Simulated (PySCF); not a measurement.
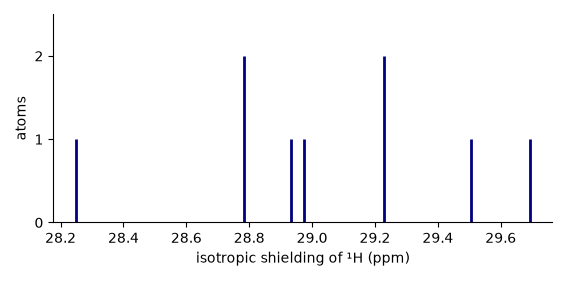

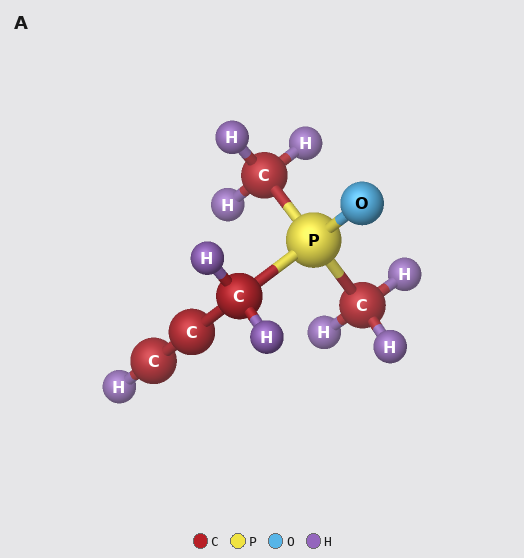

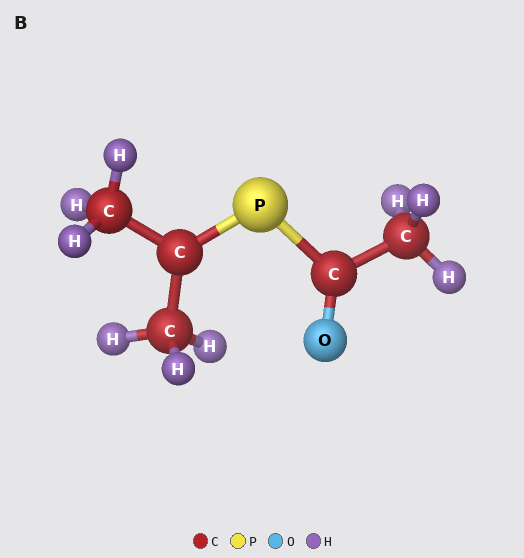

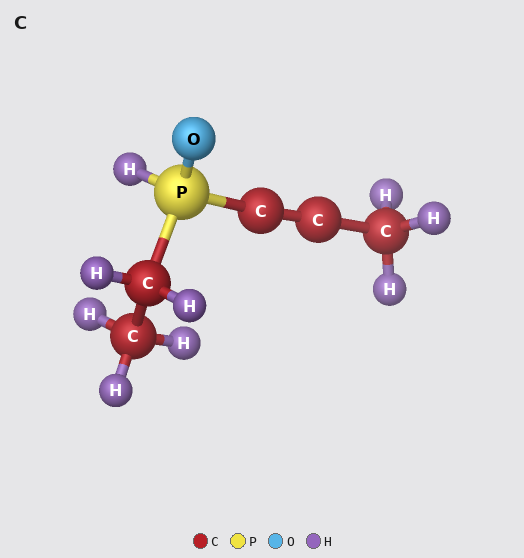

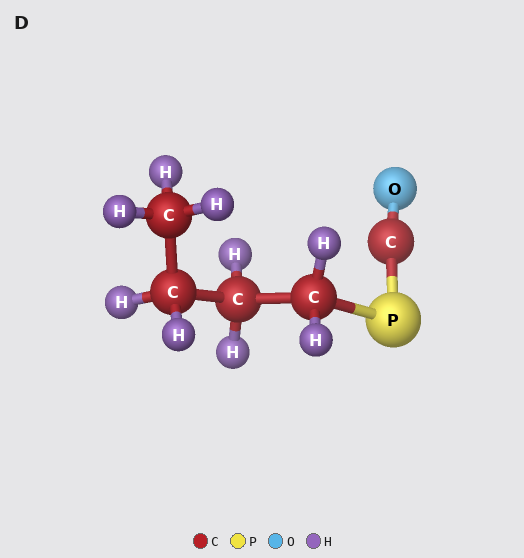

The sticks are computed shieldings of one of the molecules, for one fixed geometry (GFN2-xTB) without averaging over rotations. Low shielding means a high chemical shift. Method: GIAO PBE0/pcSseg-1 NMR shielding, non-relativistic, gas phase (PySCF 2.14.0).

**Which molecule gives this pattern?**

B, `CC(=O)P=C(C)C`. Its 9 H atoms give lines at 28.25, 28.78 (2 atoms), 28.93, 28.98, 29.23 (2 atoms), 29.51, 29.69 ppm.

The geometry is semi-empirical. Around P such bond lengths and angles can be off by a tenth of an ångström or more and by several degrees, and values that hang on the shape move with them.
